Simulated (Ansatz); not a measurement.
# A thicker film of BaHfO3 (001), HfO2 faces from four thinner ones

In a field along its normal an insulating film takes a dipole p. Written as a length, p/(ε₀AE), it should grow by 1 − 1/ε for each ångström added.

Set-up. Ansatz 0.2.0, plane waves with PAW datasets (its set soft_2), PBE; perovskite films relaxed at a bulk in-plane lattice constant near the measured one, then held in weak fields of both signs with a dipole correction (A is the cell's area, E the outer field).

| run | distance between the outer atoms (Å) | p/(ε₀AE) (Å) |
| --- | --- | --- |
| 2 units | 8.320 | 8.835 |
| 3 units | 12.548 | 12.157 |
| 4 units | 16.774 | 15.477 |
| 5 units | 20.999 | 18.796 |
| 6 units | 25.225 | ? |

**Question.** What value belongs in the row marked “?”, and how far can the other rows tell?

A least-squares line through the 4 rows shown has slope 0.7856 and intercept 2.2992; no row lies more than 0.001 Å off it. That slope means ε = 1/(1 − 0.7856) = 4.66. At 25.225 it gives 0.7856 × 25.225 + 2.2992 = 22.116 Å, beyond the rows fitted. Rounding and scatter of the rows alone allow about ±0.001 Å there.

The run itself gives 22.117 Å: a miss of +0.001 Å, or 0.0 % of the value. The length is met to within 1 %, though ε is more sensitive than the length: the two thickest films give ε = 4.67.

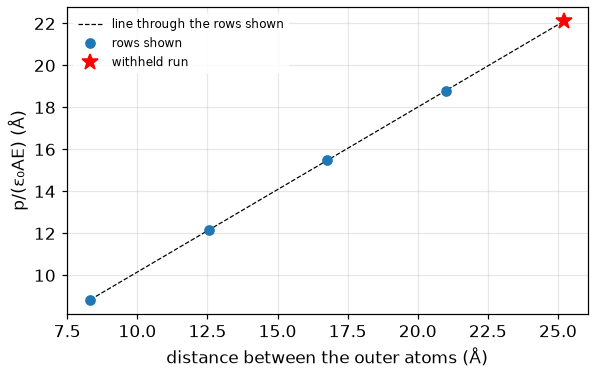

The fit and the withheld run.

Caveats: This is the electronic response alone. A unit is one step of the cut along the normal (a plane, a pair of planes or a cell), and the layers relax along it, away from their bulk spacing where the functional's lattice constant differs from the one held.
